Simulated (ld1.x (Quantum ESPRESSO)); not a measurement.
**A TM potential for Cu, from input to tests**

Task: generate the file, and judge it by its errors in other configurations, its logarithmic derivatives, its ghosts and its cutoff.

The numbers are computed with ld1.x (Quantum ESPRESSO) 7.5 (revPBE, scalar-relativistic, spin-unpolarised reference atom).

## 1. Starting point

Typed settings, in words:

```
element                        : copper (Cu, Z = 29)
type                           : norm-conserving Troullier–Martins (Kleinman–Bylander form)
frozen core                    : [Ne]
valence charge                 : 19
reference configuration        : 3s2 3p6 3d10 4s1 4p0
partial waves                  : 3s (bound): rc 1.10 bohr; 3d (bound): rc 1.10 bohr; 3p (bound): rc 1.05 bohr
occupied shells without a wave : 4s
local potential                : the p channel
core correction                : not asked for
```

An earlier all-electron run gives the scale for the radii.

All-electron outer shells of the reference configuration (revPBE, scalar-relativistic, ld1.x):

```
shell  level (eV)  outermost node (bohr)  outermost maximum (bohr)
   2s    -1062.56                   0.07                      0.20
   2p     -916.85                      –                      0.16
   3s     -114.72                   0.29                      0.61
   3p      -72.11                   0.26                      0.62
   3d       -4.96                      –                      0.60
   4s       -4.51                   0.89                      2.27
   4p       -0.68                   0.97                      3.74
```

## 2. Generating the potential

The input, Cu.in:

```
 &input
   title='Cu', zed=29., rel=1, dft='REVPBE', iswitch=3,
   config='[Ar] 3d10 4s1 4p0',
   nld=3, rlderiv=1.20, eminld=-10.0, emaxld=5.0, deld=0.04
 /
 &inputp
   pseudotype=2, tm=.true., lloc=1,
   nlcc=.false.,
   file_pseudopw='Cu.UPF', file_wfcaegen='ae.wfc', file_wfcncgen='nc.wfc', file_beta='beta', file_chi='chi'
 /
3
3S  1  0   2.00   0.00  1.10  1.10  0.0
3D  3  2  10.00   0.00  1.10  1.10  0.0
3P  2  1   6.00   0.00  1.05  1.05  0.0
 &test
   configts(1)='3s2 3p6 3d10 4s1 4p0'
 /
```

Run with:

```
$ ld1.x < Cu.in > Cu.out
```

Output in Cu.out (without the banner and most projector matrices):

```text
     Program LD1 v.7.5
     --------------------------- All-electron run ----------------------------

     Cu
     scalar relativistic calculation

     atomic number is 29.00
     dft =REVPBE   lsd =0 sic =0 latt =0  beta=0.20 tr2=1.0E-14
     Exchange-correlation= REVPBE
                           (   1   4   4   4   0   0   0)
     mesh =1199 r(mesh) = 100.25372 a.u. xmin = -7.00 dx = 0.01250
     1 Ry =  13.60569312 eV, c = 137.03599908

     n l     nl                  e(Ry)          e(Ha)          e(eV)
     1 0     1S 1( 2.00)      -650.5975      -325.2988     -8851.8306
     2 0     2S 1( 2.00)       -78.0964       -39.0482     -1062.5558
     2 1     2P 1( 6.00)       -67.3874       -33.6937      -916.8520
     3 0     3S 1( 2.00)        -8.4318        -4.2159      -114.7201
     3 1     3P 1( 6.00)        -5.2997        -2.6498       -72.1059
     3 2     3D 1(10.00)        -0.3643        -0.1822        -4.9568
     4 0     4S 1( 1.00)        -0.3313        -0.1656        -4.5075
     4 1     4P 1( 0.00)        -0.0502        -0.0251        -0.6824

     final scf error:  7.7E-15 reached in  38 iterations

     Etot =   -3310.002596 Ry,   -1655.001298 Ha,  -45034.879561 eV

     Ekin =    3359.250309 Ry,    1679.625155 Ha,   45704.928832 eV
     Encl =   -7969.700117 Ry,   -3984.850058 Ha, -108433.294068 eV
     Eh   =    1435.829902 Ry,     717.914951 Ha,   19535.461027 eV
     Exc  =    -135.382691 Ry,     -67.691346 Ha,   -1841.975352 eV

     normalization and overlap integrals

     s(1S/1S) =  1.000000  <r> =   0.0521  <r2> =    0.0037  r(max) =   0.0341
     s(2S/2S) =  1.000000  <r> =   0.2351  <r2> =    0.0652  r(max) =   0.1960
     s(2P/2P) =  1.000000  <r> =   0.2064  <r2> =    0.0523  r(max) =   0.1585
     s(3S/3S) =  1.000000  <r> =   0.7118  <r2> =    0.5861  r(max) =   0.6112
     s(3P/3P) =  1.000000  <r> =   0.7494  <r2> =    0.6649  r(max) =   0.6189
     s(3D/3D) =  1.000000  <r> =   1.0467  <r2> =    1.5737  r(max) =   0.6036
     s(4S/4S) =  1.000000  <r> =   2.9526  <r2> =   10.3595  r(max) =   2.2710
     s(4P/4P) =  1.000000  <r> =   5.4268  <r2> =   36.7333  r(max) =   3.7442

     ------------------------ End of All-electron run ------------------------

     --------------------- Generating NC pseudopotential ---------------------

      Generating local pot.: lloc=1, matching radius rcloc =   1.0500

      Wfc   3S  rcut= 1.114  Using Troullier-Martins method

      Wfc   3D  rcut= 1.114  Using Troullier-Martins method

     ------------------- End of pseudopotential generation -------------------

     [... the all-electron block is printed once more ...]


     Computing logarithmic derivative in   1.19300
     Computing logarithmic derivative in   1.19300
     Computing the partial wave expansion
     R is outside the sphere for l=    0 j= 0.00
       no projector for channel:   1
     R is outside the sphere for l=    2 j= 0.00

     ---------------------- Testing the pseudopotential ----------------------

     Cu
     scalar relativistic calculation

     atomic number is 29.00   valence charge is 19.00
     dft =REVPBE   lsd =0 sic =0 latt =0  beta=0.20 tr2=1.0E-14
     mesh =1199 r(mesh) = 100.25372 xmin = -7.00 dx = 0.01250

     n l     nl             e AE (Ry)        e PS (Ry)    De AE-PS (Ry)
     1 0     3S   1( 2.00)       -8.43177       -8.43177       -0.00000
     2 1     3P   1( 6.00)       -5.29968       -5.29971        0.00003
     3 2     3D   1(10.00)       -0.36432       -0.36432        0.00001
     2 0     4S   1( 1.00)       -0.33129       -0.35495        0.02365  !
     3 1     4P   1( 0.00)       -0.05016       -0.05074        0.00058

     eps = 9.4E-15  iter = 16

     Etot =   -3310.002596 Ry,   -1655.001298 Ha,  -45034.879561 eV
     Etotps =  -392.148801 Ry,    -196.074400 Ha,   -5335.456239 eV

     Ekin =     225.822279 Ry,     112.911139 Ha,    3072.468623 eV
     Encl =    -897.593836 Ry,    -448.796918 Ha,  -12212.386279 eV
     Ehrt =     350.858824 Ry,     175.429412 Ha,    4773.677488 eV
     Ecxc =     -37.733629 Ry,     -18.866814 Ha,    -513.392170 eV
     Epseu=     -33.502439 Ry,     -16.751219 Ha,    -455.823901 eV

     ---------------------- End of pseudopotential test ----------------------
```

It took 1.6 s on 1 thread, shared host. This counts the later configuration tests of the new file too.

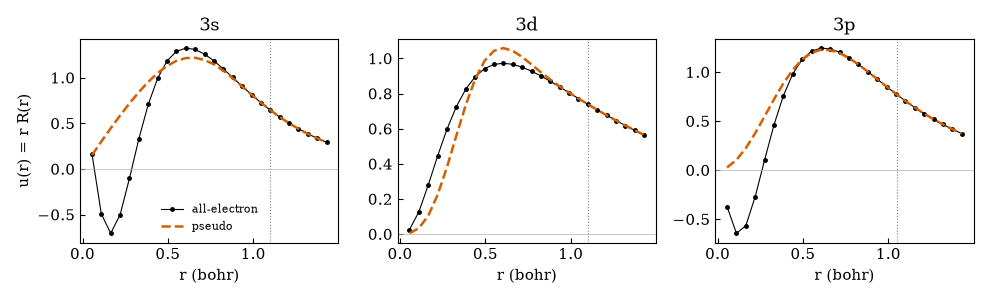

All-electron and pseudo partial waves (3s, 3d, 3p), with the matching radii dotted. The curves join 26 sampled radii, too few to resolve the innermost nodes.

## 3. Testing the new file in other configurations

The input, Cu.test.in:

```
 &input
   title='Cu', zed=29., rel=1, dft='REVPBE', iswitch=2,
   config='[Ar] 3d10 4s1 4p0'
 /
 &test
   file_pseudo='Cu.UPF', nconf=8,
   configts(1)='3s2 3p6 3d10 4s1 4p0',
   configts(2)='3s2 3p6 3d10 4s0 4p0',
   configts(3)='3s2 3p6 3d9 4s0 4p0',
   configts(4)='3s2 3p6 3d8 4s0 4p0',
   configts(5)='3s2 3p6 3d9 4s1 4p0',
   configts(6)='3s2 3p6 3d9 4s2 4p0',
   configts(7)='3s2 3p5 3d10 4s1 4p0',
   configts(8)='3s2 3p6 3d7 4s0 4p0'
 /
```

Run with:

```
$ ld1.x < Cu.test.in > Cu.test.out
```

Cu.test.out, the pseudopotential blocks:

```text
     ---------------------- Testing the pseudopotential ----------------------

     Cu
     scalar relativistic calculation

     atomic number is 29.00   valence charge is 19.00
     dft =REVPBE   lsd =0 sic =0 latt =0  beta=0.20 tr2=1.0E-14
     mesh =1199 r(mesh) = 100.25372 xmin = -7.00 dx = 0.01250

     n l     nl             e AE (Ry)        e PS (Ry)    De AE-PS (Ry)
     1 0     3S   1( 2.00)       -8.43177       -8.43177       -0.00000
     2 1     3P   1( 6.00)       -5.29968       -5.29971        0.00003
     3 2     3D   1(10.00)       -0.36432       -0.36432        0.00001
     2 0     4S   1( 1.00)       -0.33129       -0.35495        0.02365  !
     3 1     4P   1( 0.00)       -0.05016       -0.05074        0.00058

     eps = 7.0E-15  iter = 17

     Etot =   -3310.002596 Ry,   -1655.001298 Ha,  -45034.879561 eV
     Etotps =  -392.148798 Ry,    -196.074399 Ha,   -5335.456203 eV

     Ekin =     225.822282 Ry,     112.911141 Ha,    3072.468668 eV
     Encl =    -897.593836 Ry,    -448.796918 Ha,  -12212.386277 eV
     Ehrt =     350.858823 Ry,     175.429412 Ha,    4773.677479 eV
     Ecxc =     -37.733629 Ry,     -18.866814 Ha,    -513.392170 eV
     Epseu=     -33.502439 Ry,     -16.751220 Ha,    -455.823904 eV

     ---------------------- End of pseudopotential test ----------------------

     ---------------------- Testing the pseudopotential ----------------------

     Cu
     [...]
     n l     nl             e AE (Ry)        e PS (Ry)    De AE-PS (Ry)
     1 0     3S   1( 2.00)       -9.06182       -9.07883        0.01700  !
     2 1     3P   1( 6.00)       -5.93222       -5.94994        0.01773  !
     3 2     3D   1(10.00)       -0.99458       -1.01199        0.01740  !
     2 0     4S   1( 0.00)       -0.86284       -0.90417        0.04132  !
     3 1     4P   1( 0.00)       -0.47822       -0.48722        0.00899  !

     eps = 5.3E-15  iter = 15

     Etot =   -3309.413713 Ry,   -1654.706857 Ha,  -45026.867398 eV
     Etotps =  -391.527443 Ry,    -195.763721 Ha,   -5327.002233 eV
     dEtot_ae =       0.588883 Ry
     dEtot_ps =       0.621355 Ry,   Delta E=      -0.032472 Ry

     [...]
     ---------------------- End of pseudopotential test ----------------------

     ---------------------- Testing the pseudopotential ----------------------

     Cu
     [...]
     n l     nl             e AE (Ry)        e PS (Ry)    De AE-PS (Ry)
     1 0     3S   1( 2.00)      -10.30928      -10.33402        0.02474  !
     2 1     3P   1( 6.00)       -7.16935       -7.19432        0.02497  !
     3 2     3D   1( 9.00)       -2.16838       -2.19158        0.02320  !
     2 0     4S   1( 0.00)       -1.63083       -1.69453        0.06371  !
     3 1     4P   1( 0.00)       -1.12445       -1.13919        0.01474  !

     eps = 2.9E-15  iter = 21

     Etot =   -3307.855172 Ry,   -1653.927586 Ha,  -45005.662360 eV
     Etotps =  -389.948317 Ry,    -194.974158 Ha,   -5305.517133 eV
     dEtot_ae =       2.147425 Ry
     dEtot_ps =       2.200481 Ry,   Delta E=      -0.053056 Ry

     [...]
     ---------------------- End of pseudopotential test ----------------------

     ---------------------- Testing the pseudopotential ----------------------

     Cu
     [...]
     n l     nl             e AE (Ry)        e PS (Ry)    De AE-PS (Ry)
     1 0     3S   1( 2.00)      -11.81032      -11.84371        0.03339  !
     2 1     3P   1( 6.00)       -8.65419       -8.68565        0.03146  !
     3 2     3D   1( 8.00)       -3.58653       -3.61246        0.02592  !
     2 0     4S   1( 0.00)       -2.52731       -2.62236        0.09505  !
     3 1     4P   1( 0.00)       -1.91273       -1.93413        0.02140  !

     eps = 4.8E-15  iter = 14

     Etot =   -3304.996124 Ry,   -1652.498062 Ha,  -44966.763038 eV
     Etotps =  -387.064156 Ry,    -193.532078 Ha,   -5266.276119 eV
     dEtot_ae =       5.006472 Ry
     dEtot_ps =       5.084642 Ry,   Delta E=      -0.078170 Ry

     [...]
     ---------------------- End of pseudopotential test ----------------------

     ---------------------- Testing the pseudopotential ----------------------

     Cu
     [...]
     n l     nl             e AE (Ry)        e PS (Ry)    De AE-PS (Ry)
     1 0     3S   1( 2.00)       -9.51054       -9.51116        0.00062
     2 1     3P   1( 6.00)       -6.36986       -6.37027        0.00041
     3 2     3D   1( 9.00)       -1.37910       -1.37885       -0.00025
     2 0     4S   1( 1.00)       -0.98851       -1.03033        0.04182  !
     3 1     4P   1( 0.00)       -0.55781       -0.56161        0.00380

     eps = 6.1E-15  iter = 16

     Etot =   -3309.158159 Ry,   -1654.579079 Ha,  -45023.390401 eV
     Etotps =  -391.303996 Ry,    -195.651998 Ha,   -5323.962089 eV
     dEtot_ae =       0.844438 Ry
     dEtot_ps =       0.844802 Ry,   Delta E=      -0.000364 Ry

     [...]
     ---------------------- End of pseudopotential test ----------------------

     ---------------------- Testing the pseudopotential ----------------------

     Cu
     [...]
     n l     nl             e AE (Ry)        e PS (Ry)    De AE-PS (Ry)
     1 0     3S   1( 2.00)       -8.82281       -8.80451       -0.01831  !
     2 1     3P   1( 6.00)       -5.68097       -5.66205       -0.01892  !
     3 2     3D   1( 9.00)       -0.69506       -0.67606       -0.01900  !
     2 0     4S   1( 2.00)       -0.42152       -0.44454        0.02302  !
     3 1     4P   1( 0.00)       -0.08403       -0.08080       -0.00323

     eps = 6.7E-15  iter = 18

     Etot =   -3309.856411 Ry,   -1654.928205 Ha,  -45032.890609 eV
     Etotps =  -392.034485 Ry,    -196.017243 Ha,   -5333.900902 eV
     dEtot_ae =       0.146185 Ry
     dEtot_ps =       0.114313 Ry,   Delta E=       0.031873 Ry

     [...]
     ---------------------- End of pseudopotential test ----------------------

     ---------------------- Testing the pseudopotential ----------------------

     Cu
     [...]
     n l     nl             e AE (Ry)        e PS (Ry)    De AE-PS (Ry)
     1 0     3S   1( 2.00)       -9.59047       -9.59071        0.00024
     2 1     3P   1( 5.00)       -6.44878       -6.44496       -0.00382
     3 2     3D   1(10.00)       -1.43935       -1.44053        0.00117
     2 0     4S   1( 1.00)       -0.99566       -1.03828        0.04262  !
     3 1     4P   1( 0.00)       -0.56045       -0.56376        0.00330

     eps = 7.5E-15  iter = 19

     Etot =   -3304.160171 Ry,   -1652.080086 Ha,  -44955.389322 eV
     Etotps =  -386.305951 Ry,    -193.152975 Ha,   -5255.960220 eV
     dEtot_ae =       5.842425 Ry
     dEtot_ps =       5.842847 Ry,   Delta E=      -0.000422 Ry

     [...]
     ---------------------- End of pseudopotential test ----------------------

     ---------------------- Testing the pseudopotential ----------------------

     Cu
     [...]
     n l     nl             e AE (Ry)        e PS (Ry)    De AE-PS (Ry)
     1 0     3S   1( 2.00)      -13.50996      -13.55199        0.04203  !
     2 1     3P   1( 6.00)      -10.33371      -10.36936        0.03565  !
     3 2     3D   1( 7.00)       -5.20622       -5.22892        0.02269  !
     2 0     4S   1( 0.00)       -3.53073       -3.66951        0.13878  !
     3 1     4P   1( 0.00)       -2.81880       -2.84848        0.02968  !

     eps = 5.2E-15  iter = 20

     Etot =   -3300.615582 Ry,   -1650.307791 Ha,  -44907.162731 eV
     Etotps =  -382.658323 Ry,    -191.329162 Ha,   -5206.331716 eV
     dEtot_ae =       9.387014 Ry
     dEtot_ps =       9.490475 Ry,   Delta E=      -0.103461 Ry

     [...]
     ---------------------- End of pseudopotential test ----------------------
```

The tests as a table, with energies relative to 3s2 3p6 3d10 4s1 4p0.

| valence configuration | charge | ΔE all-electron (eV) | error AE − PS (meV) |
| --- | --- | --- | --- |
| 3s2 3p6 3d10 4s0 4p0 | +1 | 8.012 | -442 |
| 3s2 3p6 3d9 4s0 4p0 | +2 | 29.217 | -722 |
| 3s2 3p6 3d8 4s0 4p0 | +3 | 68.117 | -1064 |
| 3s2 3p6 3d9 4s1 4p0 | +1 | 11.489 | -5.0 |
| 3s2 3p6 3d9 4s2 4p0 | 0 | 1.989 | +434 |
| 3s2 3p5 3d10 4s1 4p0 | +1 | 79.490 | -5.7 |
| 3s2 3p6 3d7 4s0 4p0 | +4 | 127.717 | -1408 |

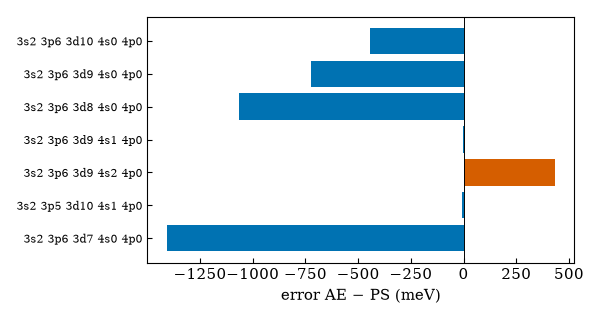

Error of the potential in each test configuration.

## 4. Scattering by logarithmic derivatives

Taken from the files of the generation run. The phase is arctan(r·u′/u) with u = r·R, unwrapped, with energies in Ry. A pole is an energy at which the radial function vanishes at the test radius. The pseudo phase is shifted by a multiple of π to meet the all-electron one at the reference energy. Levels narrower than the energy grid can be missing from the poles. The last column is the largest difference on the grid between −1 and +1 Ry.

| channel | radius (bohr) | reference (Ry) | poles AE | poles PS | window around the reference with phases within 0.05 rad (Ry) | largest difference near zero (rad) |
| --- | --- | --- | --- | --- | --- | --- |
| s | 1.19 | -8.43 | -6.80 | -6.82 | below 1.0 | 0.046 |
| p | 1.19 | -5.30 | -3.36 | -3.37 | the whole range | 0.005 |
| d | 1.19 | -0.36 | 2.04 | 2.07 | the whole range | 0.002 |

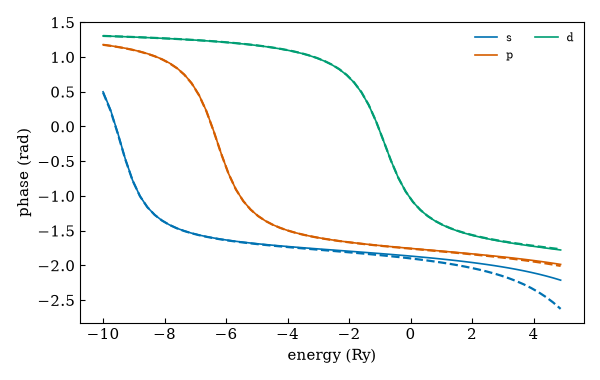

Phases by channel: all-electron solid, pseudo dashed.

## 5. Plane-wave convergence, by spherical Bessel functions

This step uses the generator's waves and projectors in a separate script. Basis: spherical Bessel functions vanishing at 20 bohr, q² up to the cutoff; potential fixed at the reference.

All-electron valence levels (Ry): 3s -8.4318, 4s -0.3313, 3d -0.3643, 3p -5.2997, 4p -0.0502. The lowest levels of each channel (Ry) by cutoff; the last column sums, over occupied levels, occupation times the distance from the level at 400 Ry. A positive value at high cutoff is not a bound level.

| cutoff (Ry) | s #1 | s #2 | d #1 | p #1 | p #2 | f #1 | Σ f·Δε (mRy) |
| --- | --- | --- | --- | --- | --- | --- | --- |
| 8 | -6.8803 | -0.2237 | 0.0582 | -1.1619 | -0.0005 | 0.1091 | 32286.4 |
| 25 | -8.3576 | -0.3485 | 0.0580 | -3.9611 | -0.0317 | 0.1091 | 12410.4 |
| 50 | -8.3999 | -0.3546 | 0.0577 | -5.1447 | -0.0475 | 0.1091 | 5213.8 |
| 100 | -8.4291 | -0.3547 | -0.1114 | -5.2990 | -0.0506 | 0.1091 | 2539.5 |
| 180 | -8.4317 | -0.3549 | -0.3632 | -5.2996 | -0.0506 | 0.1091 | 11.9 |
| 200 | -8.4317 | -0.3549 | -0.3640 | -5.2997 | -0.0506 | 0.1091 | 3.3 |
| 400 | -8.4318 | -0.3549 | -0.3643 | -5.2997 | -0.0506 | 0.1091 | 0.0 |

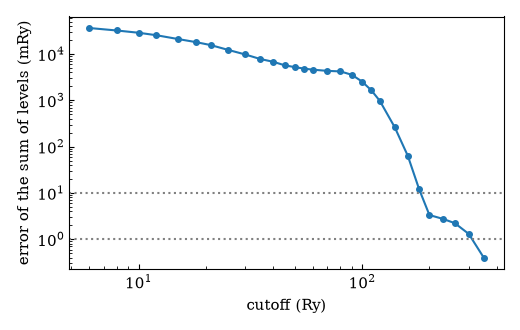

Occupation-weighted error of the valence levels against the cutoff; the dotted lines mark 10 and 1 mRy.

The sum stays within 10 mRy from 200 Ry and within 1 mRy only somewhere over 300 Ry. The sum leaves out empty levels, which can need more. Ghost test: no level below the all-electron spectrum of its channel (s, d, p, f tested).

## 6. Results

| quantity | value |
| --- | --- |
| cutoffs for 10 and 1 mRy, occupied levels | 200 Ry and over 300 Ry |
| bound ghosts | none found |
| largest miss of a reference level | 322 meV (4s) |
| largest test error (AE − PS) | -1408 meV, for 3s2 3p6 3d7 4s0 4p0 |
| largest phase difference near zero energy, channels read | 0.046 rad |

In words: Already in the reference configuration the 4s level is off by 322 meV; it has no partial wave or projector of its own. The worst unpolarised test, 3s2 3p6 3d7 4s0 4p0, is off by 1408 meV on 127.7 eV; by total energies transferability rates as poor. That test lies far up in energy; among those under 40 eV, nearer to bonding, the largest error is 722 meV. The potential is very hard: the looser tolerance needs 200 Ry. The tighter tolerance needs over 300 Ry, and converged work needs a cutoff nearer that. The slowest occupied level is 3d: taken alone it needs 200 Ry to come within 1 mRy, against 140 Ry for 3s. It is free of bound ghosts as far as tested. Of the channels read, s scatters worst near zero energy, by up to 0.05 rad. These are tests on the free atom; a crystal test is still owed.
